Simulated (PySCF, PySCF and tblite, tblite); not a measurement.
# C₄H₇ClO: a path driven as ring inversion, and NMR exchange, part 2 of 2

PySCF and tblite. Atoms count from 0. The steps go on from the part before.

## (7) Shieldings, saddle of leg 1: PBE0/pcSseg-1

Job settings and geometry (Å):

```
{"job": {"kind": "nmr", "xc": "PBE0", "basis": "pcSseg-1", "pop": false}, "charge": 0, "multiplicity": 1}
Cl    -2.022565    -1.378366    -0.944175
C     -0.825575    -0.587995     0.101881
C      0.611294    -0.819339    -0.355578
C      1.300274     0.396253     0.259860
O      0.366678     1.460254     0.180190
C     -0.945999     0.940686     0.065590
H     -0.988330    -0.975855     1.109760
H      0.663504    -0.777948    -1.443980
H      1.023158    -1.763715    -0.009494
H      2.202486     0.700683    -0.273225
H      1.555002     0.205255     1.312612
H     -1.564440     1.325042     0.883140
H     -1.375488     1.275046    -0.886578
```

Standard output:

```text
coarse grid: 11400 points
cycle   1  E = -691.4768985321  dE =  7.874e-01  |g| = 5.524e-01  |ddm| = 3.146e+00
cycle   2  E = -691.4196628097  dE =  5.724e-02  |g| = 7.991e-01  |ddm| = 1.169e+00
cycle   3  E = -691.5352828320  dE = -1.156e-01  |g| = 7.134e-02  |ddm| = 7.505e-01
cycle   4  E = -691.5362061317  dE = -9.233e-04  |g| = 2.618e-02  |ddm| = 7.490e-02
cycle   5  E = -691.5363501603  dE = -1.440e-04  |g| = 5.930e-03  |ddm| = 2.467e-02
cycle   6  E = -691.5363575364  dE = -7.376e-06  |g| = 1.593e-03  |ddm| = 6.222e-03
final grid: 105392 points
cycle   7  E = -691.5826532761  dE = -2.655e-05  |g| = 1.213e-02  |ddm| = 2.530e-02
cycle   8  E = -691.5826211488  dE =  3.213e-05  |g| = 1.784e-02  |ddm| = 1.987e-02
cycle   9  E = -691.5826815926  dE = -6.044e-05  |g| = 1.209e-03  |ddm| = 1.268e-02
cycle  10  E = -691.5826818729  dE = -2.803e-07  |g| = 2.771e-04  |ddm| = 1.283e-03
cycle  11  E = -691.5826818888  dE = -1.582e-08  |g| = 5.102e-05  |ddm| = 2.591e-04
cycle  12  E = -691.5826818893  dE = -5.118e-10  |g| = 1.855e-05  |ddm| = 7.925e-05
converged SCF energy = -691.5826818893

GIAO shielding tensors (ppm)
atom      isotropic    diamagn.    paramagn.     s11        s22        s33       span
  0 Cl     819.854    1145.984    -326.130    646.336    737.354   1075.871    429.535
  1 C      126.181     247.619    -121.438     92.886    128.939    156.719     63.833
  2 C      145.158     248.826    -103.668    116.737    148.108    170.631     53.893
  3 C      115.250     244.064    -128.814     72.411    106.954    166.384     93.973
  4 O      289.010     395.491    -106.481    188.430    283.370    395.230    206.800
  5 C      107.415     242.783    -135.368     66.733     99.581    155.929     89.195
  6 H       27.501      30.028      -2.528     22.878     26.898     32.726      9.849
  7 H       29.627      30.086      -0.459     25.121     29.313     34.447      9.326
  8 H       29.536      29.838      -0.303     26.047     27.252     35.308      9.261
  9 H       27.420      28.292      -0.871     23.139     25.862     33.259     10.120
 10 H       27.832      29.334      -1.502     22.789     26.394     34.312     11.523
 11 H       27.270      28.449      -1.179     23.038     27.101     31.672      8.634
 12 H       27.800      28.941      -1.141     22.820     28.353     32.226      9.406
```

Wall time 15 s (1 thread of Arm Neoverse V2, shared host); peak memory 0.8 GiB.

This run: HOMO -7.41 eV, LUMO 0.58 eV; dipole 1.64 D.

The fields below are evaluated on a grid from the run's orbitals.

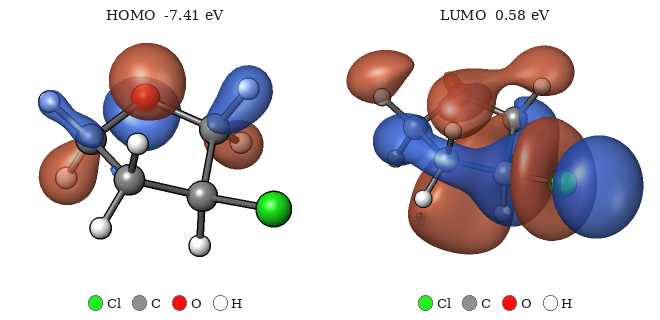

Frontier orbitals at PBE0/pcSseg-1; each surface holds 70 % of the orbital's density, blue and red mark the sign.

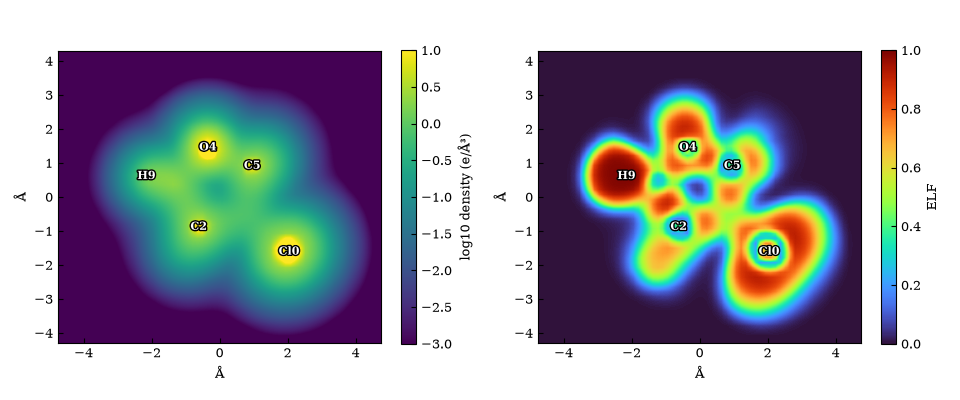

Density (left) and ELF (right) in a plane through or near 5 of the atoms.

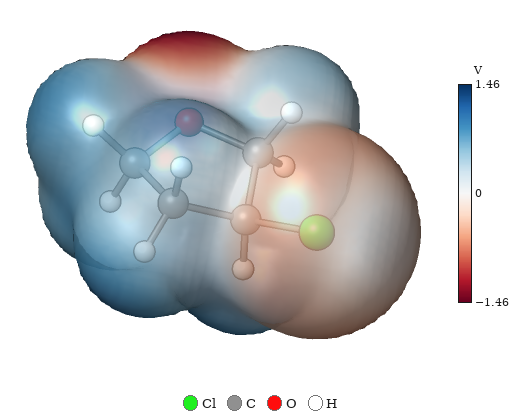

The potential that a unit positive charge feels on the 0.002 e/bohr³ surface, from the 1st to the 99th percentile, from -1.46 V near O4 to 1.08 V near H6.

## (8) Shieldings, end: PBE0/pcSseg-1

Job settings and geometry (Å):

```
{"job": {"kind": "nmr", "xc": "PBE0", "basis": "pcSseg-1", "pop": false}, "charge": 0, "multiplicity": 1}
Cl    -1.837444    -1.117812    -1.431123
C     -0.871460    -0.586049    -0.028097
C      0.618923    -0.890032    -0.221770
C      1.282915     0.442905     0.148612
O      0.350602     1.434097    -0.217229
C     -0.916483     0.945152     0.146097
H     -1.298992    -1.099656     0.833006
H      0.817571    -1.129512    -1.265761
H      0.959834    -1.713276     0.401409
H      2.206872     0.636384    -0.394834
H      1.479005     0.486312     1.230923
H     -1.129253     1.184247     1.199302
H     -1.660543     1.427872    -0.487687
```

Standard output:

```text
coarse grid: 11400 points
cycle   1  E = -691.4751139998  dE =  7.884e-01  |g| = 5.529e-01  |ddm| = 3.154e+00
cycle   2  E = -691.4131284264  dE =  6.199e-02  |g| = 8.138e-01  |ddm| = 1.159e+00
cycle   3  E = -691.5347524929  dE = -1.216e-01  |g| = 7.145e-02  |ddm| = 7.386e-01
cycle   4  E = -691.5356663540  dE = -9.139e-04  |g| = 2.711e-02  |ddm| = 7.305e-02
cycle   5  E = -691.5358222595  dE = -1.559e-04  |g| = 6.056e-03  |ddm| = 2.487e-02
cycle   6  E = -691.5358299645  dE = -7.705e-06  |g| = 1.675e-03  |ddm| = 6.668e-03
final grid: 105392 points
cycle   7  E = -691.5826185068  dE = -2.448e-05  |g| = 1.187e-02  |ddm| = 2.273e-02
cycle   8  E = -691.5825875144  dE =  3.099e-05  |g| = 1.742e-02  |ddm| = 1.866e-02
cycle   9  E = -691.5826458960  dE = -5.838e-05  |g| = 1.257e-03  |ddm| = 1.179e-02
cycle  10  E = -691.5826462045  dE = -3.084e-07  |g| = 2.701e-04  |ddm| = 1.317e-03
cycle  11  E = -691.5826462195  dE = -1.501e-08  |g| = 4.801e-05  |ddm| = 2.513e-04
cycle  12  E = -691.5826462199  dE = -4.454e-10  |g| = 1.766e-05  |ddm| = 7.011e-05
converged SCF energy = -691.5826462199

GIAO shielding tensors (ppm)
atom      isotropic    diamagn.    paramagn.     s11        s22        s33       span
  0 Cl     746.911    1146.422    -399.510    527.081    657.246   1056.407    529.326
  1 C      124.611     247.455    -122.844     94.844    131.301    147.688     52.843
  2 C      144.061     247.804    -103.743    111.309    148.180    172.694     61.385
  3 C      114.171     245.127    -130.955     68.128    106.729    167.656     99.528
  4 O      270.939     394.990    -124.051    198.512    263.076    351.228    152.716
  5 C      104.085     243.335    -139.250     67.061    101.607    143.589     76.528
  6 H       27.462      29.853      -2.391     22.691     26.767     32.928     10.237
  7 H       29.552      29.694      -0.142     24.377     29.756     34.523     10.146
  8 H       29.293      29.745      -0.452     25.468     27.225     35.187      9.719
  9 H       27.339      28.434      -1.095     23.028     25.638     33.352     10.324
 10 H       28.227      29.380      -1.153     22.657     27.154     34.869     12.212
 11 H       27.652      28.991      -1.338     22.452     27.280     33.225     10.773
 12 H       27.430      28.561      -1.131     23.062     27.645     31.584      8.521
```

It took 12 s on 1 thread of Arm Neoverse V2, shared host; peak memory 0.76 GiB.

This run: HOMO -7.52 eV, LUMO 0.57 eV; dipole 2.35 D.

## (9) The path in numbers

Job settings and geometry (Å):

```
{"job": {"smiles": "ClC1CCOC1", "charge": 0, "mult": 1, "motion": "ring", "what": "5-membered ring", "atoms": [1, 2, 3, 4, 5], "ring": [1, 2, 3, 4, 5], "study": "path", "level": {"kind": "nmr", "xc": "PBE0", "basis": "pcSseg-1"}, "fields": [100, 360, 700], "first": 5, "seed": 643, "kind": "path"}, "charge": 0, "multiplicity": 1}
Cl    -1.593692    -0.897400    -1.667474
C     -0.872059    -0.598753    -0.063117
C      0.626415    -0.921983    -0.040805
C      1.266527     0.469561     0.042346
O      0.343993     1.247285     0.773242
C     -0.931694     0.902139     0.292264
H     -1.440343    -1.212291     0.635281
H      0.945218    -1.476303    -0.919899
H      0.865136    -1.500600     0.851250
H      1.404207     0.888535    -0.964785
H      2.215109     0.485799     0.577141
H     -1.658499     1.127754     1.073250
H     -1.174706     1.486745    -0.606425
```

Standard output:

```text
stationary points (kcal/mol above the start)
  n  kind          group   xTB      DFT    lowest mode
  0  minimum      C1       0.00     0.00      35.5
  1  saddle       C1       0.80     0.68     -46.4
  2  minimum      C1       0.61     0.69      35.4

GFN2-xTB energies: T/K, barrier G, reaction G (kcal/mol), k forward, k back (1/s)
 150.00     0.68     0.56    3.2e+11   2.12e+12
 200.00     0.75     0.56   6.24e+11   2.54e+12
 250.00     0.84     0.55   9.63e+11   2.93e+12
 298.15     0.93     0.55    1.3e+12   3.28e+12
 350.00     1.03     0.54   1.66e+12   3.63e+12
 400.00     1.14     0.54      2e+12   3.93e+12
 500.00     1.37     0.53   2.63e+12   4.48e+12

PBE0/pcSseg-1 + D3(BJ) energies: T/K, barrier G, reaction G (kcal/mol), k forward, k back (1/s)
 150.00     0.56     0.65   4.81e+11   4.25e+12
 200.00     0.63     0.65   8.46e+11   4.29e+12
 250.00     0.72     0.64   1.23e+12   4.46e+12
 298.15     0.81     0.64   1.59e+12   4.66e+12
 350.00     0.91     0.63   1.97e+12   4.89e+12
 400.00     1.02     0.63   2.32e+12   5.11e+12
 500.00     1.25     0.62   2.97e+12   5.53e+12
```

Wall time 47 s (1 thread of Arm Neoverse V2, shared host); peak memory 0.8 GiB. This counts the whole study up to here.

Barriers by level (kcal/mol; entropies in cal/(mol K)). Zero-point and thermal terms come from xTB in every row. ΔG‡ leaves symmetry out; the rate counts one path; effective ΔG‡, where given, is the barrier that would give that rate by Eyring's equation alone:

| level | ΔE‡ | with zero-point | ΔH‡ | ΔS‡ | ΔG‡ (298 K) | ΔE of reaction | k at 298 K (1/s) | effective ΔG‡ |
| --- | --- | --- | --- | --- | --- | --- | --- | --- |
| GFN2-xTB | 0.80 | 0.51 | 0.10 | -2.8 | 0.93 | 0.61 | 1.3e+12 | 0.93 |
| PBE0/pcSseg-1 + D3(BJ) | 0.68 | 0.39 | -0.02 | -2.8 | 0.81 | 0.70 | – | – |

Where the barrier is not positive, the rates in the log have no meaning.

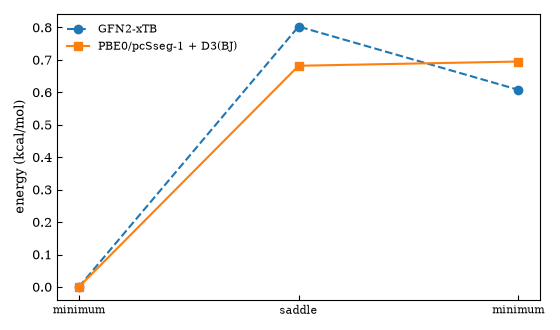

The xTB stationary points, at both levels.

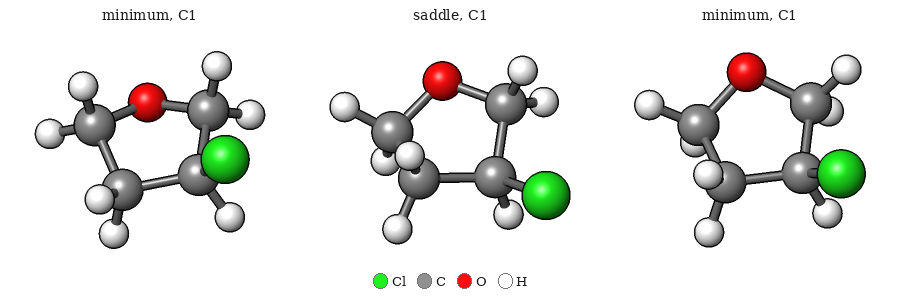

The stationary points in order.

## (10) What came out

The summary covers parts 1 to 2.

| quantity | value |
| --- | --- |
| barrier (GFN2-xTB) | ΔE‡ 0.8 kcal/mol |
| xTB's saddle at PBE0/pcSseg-1 + D3(BJ) | 0.7 kcal/mol from the start, 0.4 with zero-point energy |

In words: On the xTB geometries PBE0/pcSseg-1 + D3(BJ) finds no proper saddle: the saddle lies below the end, so these points are not stationary on its surface. No rate or coalescence follows from it.
